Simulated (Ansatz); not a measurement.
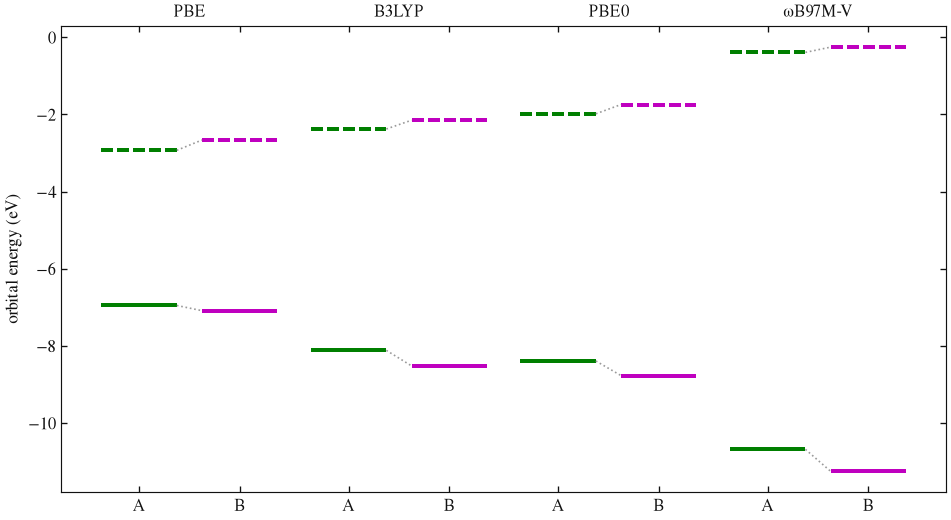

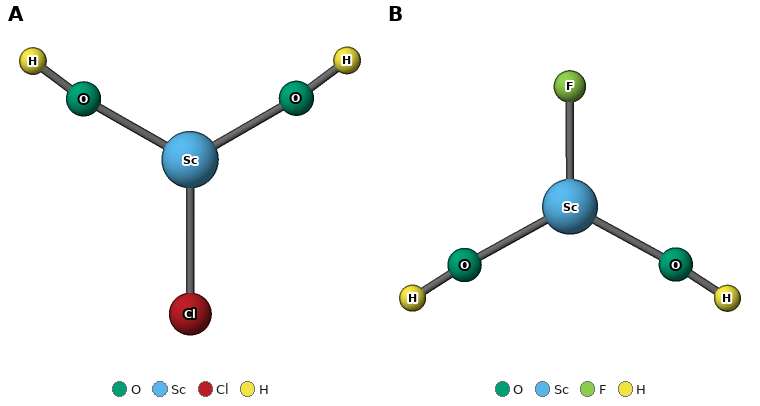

One change: A, ScH₂O₂Cl (SMILES [OH][Sc]([OH])[Cl]), becomes B, ScH₂O₂F (SMILES [OH][Sc]([OH])[F]). Cl on Sc is replaced by F. HOMO (solid) and LUMO (dashed) computed in def2-TZVPP at PBE0-D4/def2-TZVP geometries, both minima by their frequencies, gas phase, the Ansatz code.

Question: What does the change do to HOMO and LUMO?

Answer: PBE: the HOMO falls by 0.14 eV, the LUMO rises by 0.27 eV, and the separation goes from 4.02 to 4.42 eV. B3LYP: the HOMO falls by 0.40 eV, the LUMO rises by 0.23 eV, and the separation goes from 5.74 to 6.37 eV. PBE0: the HOMO falls by 0.38 eV, the LUMO rises by 0.24 eV, and the separation goes from 6.41 to 7.03 eV. ωB97M-V: the HOMO falls by 0.57 eV, the LUMO rises by 0.14 eV, and the separation goes from 10.29 to 11.00 eV.

Question: Do the functionals agree on the effect?

Answer: They agree on the direction for both levels; the HOMO shift lies between −0.57 and −0.14 eV and the LUMO shift between 0.14 and 0.27 eV, while the separations themselves differ by up to 6.6 eV between functionals.
